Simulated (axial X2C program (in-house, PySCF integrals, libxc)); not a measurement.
**CInO: bond lengths and stretches, held linear**

How do method and spin–orbit coupling move the bonds and stretches of CInO, held linear?

Program: an in-house X2C program for linear molecules on PySCF integrals. Level of theory: all-electron X2C, two-component (2c) or spin-free, C dyall-v3z, In dyall-v3z, O dyall-av3z. These are calculated values, not measurements.

All values are calculated.

2 further runs of the same task are left out: 2 set aside as unsound or not needed.

**1. Set-up**

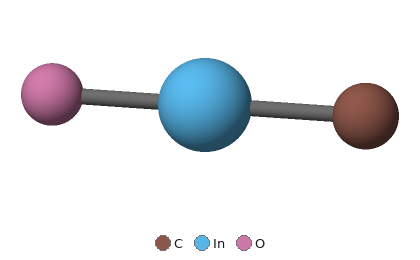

The atoms on one line, bonds 2.030 and 1.930 Å (carbon brown, indium blue, oxygen pink).

File task.json:

```json
{"zs": [6, 49, 8], "q": 0, "bas": ["dyall-v3z", "dyall-v3z", "dyall-av3z"], "r0": [2.03, 1.93], "symm": 0, "scan": ["PBE0", "HF", "BHandHLYP"], "levels": ["PBE0", "HF", "B3LYP"], "nst": 2}
```

Keys: zs atomic numbers; q charge; bas basis sets; r0 starting distance in Å; symm equal bonds; scan levels of the two-bond scan; levels methods; nst determinants followed.

On the command line:

```
> python solin.py task.json out
```

Masses C 12.000, In 114.904, O 15.995 u.

**2. Scan at PBE0, 2c**

State: Ω = 3/2 (beyond evenly filled blocks: ω = 3/2). Energies above the lowest point, from the job's result record:

```csv
r(C–In) (Å),r(In–O) (Å),E (meV)
2.0338,1.8047,43.54
2.0338,1.8510,16.17
2.0338,1.8973,49.91
2.0860,1.8047,30.92
2.0860,1.8510,0.00
2.0860,1.8973,29.77
2.0860,1.9436,104.74
2.1381,1.8047,51.31
2.1381,1.8510,16.74
2.1381,1.8973,42.45
2.1903,1.8510,58.84
2.1903,1.9436,146.67
```

A quadratic surface with cubic terms in each bond gives the minimum at 2.084 and 1.849 Å, force constants 1.95, 4.57 and coupling -0.27 mdyn/Å.

**3. Scan at BHandHLYP, 2c**

State: Ω = 3/2 (beyond evenly filled blocks: ω = 3/2). Energies above the lowest point, from the job's result record:

```csv
r(C–In) (Å),r(In–O) (Å),E (meV)
2.0338,1.8047,82.27
2.0338,1.8510,39.63
2.0338,1.8973,51.96
2.0860,1.8047,52.41
2.0860,1.8510,3.40
2.0860,1.8973,9.22
2.0860,1.9436,55.57
2.1381,1.8047,55.99
2.1381,1.8510,0.55
2.1381,1.8973,0.00
2.1903,1.8510,23.03
2.1903,1.9436,50.97
```

A quadratic surface with cubic terms in each bond gives the minimum at 2.122 and 1.872 Å, force constants 1.65, 3.63 and coupling -0.41 mdyn/Å.

**4. Scan at PBE0, spin-free**

State: M_S = 3/2, Λ = 0 (beyond evenly filled blocks: σα, π+α, π-α). Energies above the lowest point, from the job's result record:

```csv
r(C–In) (Å),r(In–O) (Å),E (meV)
2.0338,1.8047,42.88
2.0338,1.8510,16.00
2.0338,1.8973,50.12
2.0860,1.8047,30.47
2.0860,1.8510,0.00
2.0860,1.8973,30.11
2.0860,1.9436,105.34
2.1381,1.8047,51.05
2.1381,1.8510,16.90
2.1381,1.8973,42.93
2.1903,1.8510,59.15
2.1903,1.9436,147.46
```

A quadratic surface with cubic terms in each bond gives the minimum at 2.083 and 1.849 Å, force constants 1.95, 4.57 and coupling -0.27 mdyn/Å.

**5. Comparison**

| level | r(C–In) (Å) | r(In–O) (Å) | lower stretch (cm⁻¹) | upper stretch (cm⁻¹) |
| --- | --- | --- | --- | --- |
| PBE0, 2c | 2.084 | 1.849 | 533.0 | 761.9 |
| BHandHLYP, 2c | 2.122 | 1.872 | 473.4 | 695.9 |
| PBE0, spin-free | 2.083 | 1.849 | 533.2 | 762.1 |
| BHandHLYP, spin-free | 2.121 | 1.872 | 473.3 | 695.9 |

Scans not shown above were run alike.

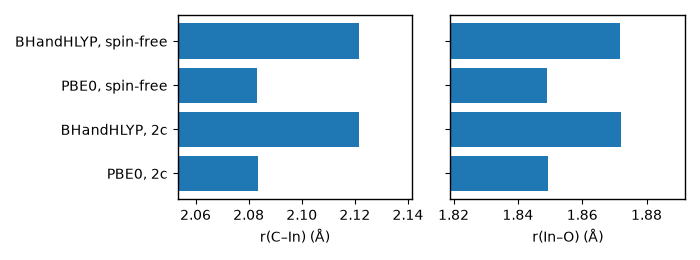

The two bond lengths by level.

**Reading.** Over the levels the C–In bond spans 2.083 to 2.122 Å and the In–O bond 1.849 to 1.872 Å. At PBE0 spin–orbit coupling leaves both bonds unchanged to 0.001 Å. Each state is one determinant, the lowest of a limited PBE0 search; the stretches come from a fit to few points and are good to some per cent at best. The molecule was held linear; bending was not examined, so a bent shape may lie lower. Note: several unpaired electrons, one determinant need not be a pure state.
